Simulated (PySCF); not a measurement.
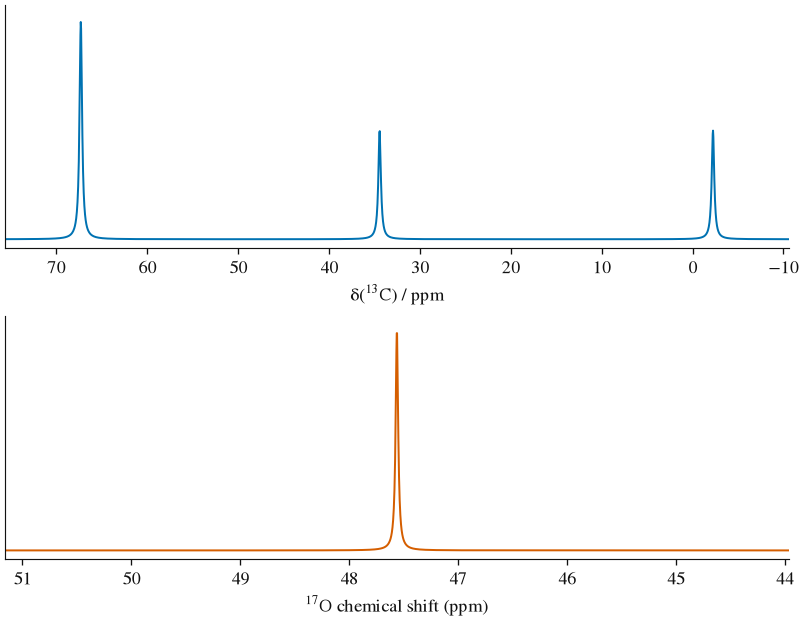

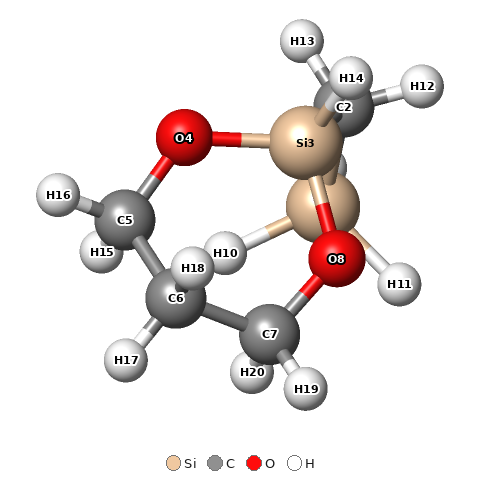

Spectrum and numbered structure of C₄H₁₂O₂Si₂, SMILES [SiH3]C[SiH]1OCCCO1. GIAO shifts, PBE0/pcSseg-1 with PySCF 2.14.0, at a PBE0-D3(BJ)/def2-SVP geometry (no frequency check), against TMS for ¹³C and H₂O for ¹⁷O computed at the same level (¹⁷O: a single water molecule, while the usual scale starts at liquid water and gives values some tens of ppm lower). Gas phase, fully decoupled, line heights follow the number of nuclei, widths are arbitrary (no quadrupolar broadening); values of one conformer, averaged over nuclei that symmetry, rotation about single bonds or ring flips exchange, these motions taken as fast; other conformers aren't averaged in.

> Assign the ¹³C signals to the numbered atoms.

```tsv
δ (ppm)	nuclei	atoms
67.3	2	C5, C7
34.4	1	C6
−2.2	1	C2
```

> Where does the ¹⁷O line lie?

At 47.6 ppm (O4 and O8).
